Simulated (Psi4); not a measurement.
**UB2PLYP/def2-SVPD (core potential, density fitting for correlation) run of SnH3O2 (SMILES [OH][SnH][OH])**

Aim: the vertical electron affinity of SnH3O2 at UB2PLYP/def2-SVPD (core potential, density fitting for correlation), from 2 runs. 

The calculation is run with Psi4 1.11.

### Step 1. Starting point

The species is SnH3O2 (6 atoms), meant as a doublet with charge 0. As SMILES, `[OH][SnH][OH]`. Geometry: relaxed at PBE0-D4/def2-TZVP. This is one conformer, not always the lowest.

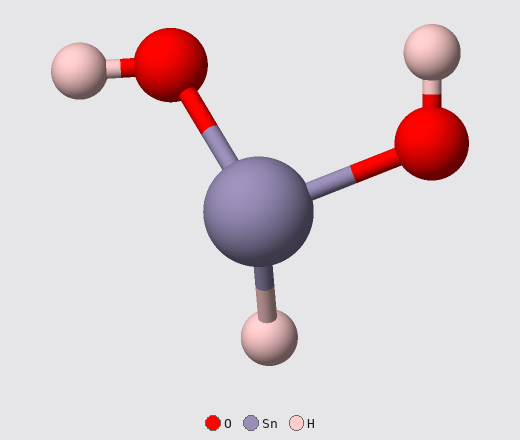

Viewed from a chosen angle; oxygen red, tin purple, hydrogen pink.

### Step 2. The energy at UB2PLYP/def2-SVPD (core potential, density fitting for correlation)

calc.dat reads:

```
memory 2.2 GB

molecule {
  0 2
  O
  Sn 1 1.978076
  O 2 1.962978 1 99.6503
  H 1 0.960256 2 114.97879 3 -170.37312
  H 2 1.747629 3 104.33832 1 114.29614
  H 3 0.961895 2 111.97919 5 144.70045
  units angstrom
  symmetry c1
}

set globals {
  basis def2-SVPD
  reference uks
  puream true
  e_convergence 1e-09
  d_convergence 1e-08
  scf_type pk
  dft_radial_points 99
  dft_spherical_points 590
  num_frozen_docc 6
  maxiter 100
}

e_tot, wfn = energy("b2plyp", return_wfn=True)
```

Run with:

```bash
psi4 -n 1 calc.dat calc.out
```

calc.out (excerpt; [...] marks lines left out):

```text
[...]
    !!!  WARNING: ECP capability is in beta. Please check occupations closely.  !!!
[...]
  Running in c1 symmetry.
[...]
  Nuclear repulsion =  136.297566665365679
[...]
  Multiplicity = 2
[...]
  Nalpha       = 21
  Nbeta        = 20
[...]
    Number of basis functions: 102
[...]
   @UKS iter   1:  -365.46850383122086   -1.46002e+00   9.59145e-03 ADIIS/DIIS
[...]
   @UKS iter  14:  -365.86921599540671   -1.13118e-11   8.61482e-09 DIIS
[...]
   @S^2 Observed:                7.595766416E-01
[...]
    Orbital Energies [Eh]
    ---------------------
    Alpha Occupied:
       1A    -19.734023     2A    -19.728423     3A     -5.445130
       4A     -3.724831     5A     -3.722383     6A     -3.720398
       7A     -1.199829     8A     -1.187315     9A     -1.174752
      10A     -1.172767    11A     -1.171618    12A     -1.094649
      13A     -1.069174    14A     -0.613292    15A     -0.549482
      16A     -0.491436    17A     -0.434814    18A     -0.417762
      19A     -0.395382    20A     -0.390392    21A     -0.277981
    Alpha Virtual:
      22A      0.010459    23A      0.025368    24A      0.039154
      25A      0.068521    26A      0.095431    27A      0.111057
[...]
  @UKS Final Energy:  -365.86921599540671
   => Energetics <=
    Nuclear Repulsion Energy =            136.2975666653656788
    One-Electron Energy =                -856.9315984850506993
    Two-Electron Energy =                 372.2259798826543147
    DFT Exchange-Correlation Energy =     -17.4611640583760206
    Empirical Dispersion Energy =           0.0000000000000000
    VV10 Nonlocal Energy =                  0.0000000000000000
    Total Energy =                       -365.8692159954067051
[...]
 Multipole Moments:
 ------------------------------------------------------------------------------------
     Multipole            Electronic (a.u.)      Nuclear  (a.u.)        Total (a.u.)
 ------------------------------------------------------------------------------------
 L = 1.  Multiply by 2.5417464519 to convert [e a0] to [Debye]
 Dipole X            :          1.7396992           -1.3111693            0.4285299
 Dipole Y            :         16.1896209          -15.1849531            1.0046678
 Dipole Z            :         14.7243087          -14.7010167            0.0232920
 Magnitude           :                                                    1.0924916
[...]
```

It took 35 s on 1 thread of Intel Xeon Platinum 8259CL at 2.50GHz (Skylake/Cascade Lake), shared host; peak memory 0.86 GiB.

### Step 3. The singlet anion

run.py reads:

```python
import psi4

psi4.set_memory(2200000000)
psi4.set_num_threads(1)
psi4.core.set_output_file('psi4.out', False)

mol = psi4.geometry("""
-1 1
O     -1.248300    -0.684700    -0.233400
Sn     0.417000     0.302500    -0.639600
O      1.413900    -0.038300     1.016700
H     -1.852000    -0.783400    -0.973600
H      0.128600     2.026100    -0.624300
H      1.182700    -0.886000     1.408100
symmetry c1
""")

psi4.set_options({
    'basis': 'def2-SVPD',
    'puream': True,
    'e_convergence': 1e-09,
    'd_convergence': 1e-08,
    'scf_type': 'pk',
    'dft_radial_points': 99,
    'dft_spherical_points': 590,
    'num_frozen_docc': 6,
})

e = psi4.energy('B2PLYP')
print(f'total energy {e:.8f} hartree = {e * 27.211386:.5f} eV')
```

Run with:

```bash
python run.py
```

psi4.out (excerpt; [...] marks lines left out):

```text
[...]
    !!!  WARNING: ECP capability is in beta. Please check occupations closely.  !!!
[...]
  Running in c1 symmetry.
[...]
  Nuclear repulsion =  136.297544318308439
[...]
  Multiplicity = 1
[...]
  Nalpha       = 21
  Nbeta        = 21
[...]
    Number of basis functions: 102
[...]
   @RKS iter   1:  -365.40389785530658   -1.33535e+00   1.03277e-02 ADIIS/DIIS
[...]
   @RKS iter  12:  -365.91970818634070   -2.06342e-11   5.77358e-09 DIIS
[...]
    Orbital Energies [Eh]
    ---------------------
    Doubly Occupied:
       1A    -19.522450     2A    -19.521953     3A     -5.190920
       4A     -3.470785     5A     -3.469055     6A     -3.465063
       7A     -0.959456     8A     -0.942072     9A     -0.920670
      10A     -0.918272    11A     -0.917447    12A     -0.877668
      13A     -0.853715    14A     -0.396522    15A     -0.347398
      16A     -0.272202    17A     -0.219338    18A     -0.206901
      19A     -0.191198    20A     -0.177624    21A     -0.014487
[...]
  @RKS Final Energy:  -365.91970818634070
   => Energetics <=
    Nuclear Repulsion Energy =            136.2975443183084394
    One-Electron Energy =                -866.2097557247363966
    Two-Electron Energy =                 381.5768505371876813
    DFT Exchange-Correlation Energy =     -17.5843473171003630
    Empirical Dispersion Energy =           0.0000000000000000
    VV10 Nonlocal Energy =                  0.0000000000000000
    Total Energy =                       -365.9197081863406993
[...]
 Multipole Moments:
 ------------------------------------------------------------------------------------
     Multipole            Electronic (a.u.)      Nuclear  (a.u.)        Total (a.u.)
 ------------------------------------------------------------------------------------
 L = 1.  Multiply by 2.5417464519 to convert [e a0] to [Debye]
 Dipole X            :          6.8467253           -7.2405098           -0.3937845
 Dipole Y            :         10.0170450          -10.2161760           -0.1991309
 Dipole Z            :        -17.3232965           17.0770848           -0.2462117
 Magnitude           :                                                    0.5053113
[...]
```

Standard output:

```text
total energy -366.10013407 hartree = -9962.09206 eV
```

It took 20 s on 1 thread of Intel Xeon Platinum 8259CL at 2.50GHz (Skylake/Cascade Lake), shared host; peak memory 0.86 GiB.

### Step 4. Outcome

At UB2PLYP/def2-SVPD (core potential, density fitting for correlation), 6 core orbitals frozen:

| quantity | value |
| --- | --- |
| doublet SnH3O2: total energy | -366.04254 Eh |
| doublet SnH3O2: HOMO energy (SCF part's orbitals) (highest over α and β) | -7.56 eV |
| doublet SnH3O2: LUMO energy (SCF part's orbitals) (lowest over α and β) | -2.41 eV |
| doublet SnH3O2: ⟨S²⟩ | 0.760 |
| singlet anion: total energy | -366.10013 Eh |
| singlet anion: HOMO energy (SCF part's orbitals) | -0.39 eV |
| singlet anion: LUMO energy (SCF part's orbitals) | 4.77 eV |
| singlet anion: HOMO–LUMO gap (to an unbound level, set by the basis) | 5.17 eV |
| vertical electron affinity (to the singlet anion) | 1.567 eV |

In words: At fixed nuclei the extra electron is bound by 1.57 eV (151 kJ/mol).
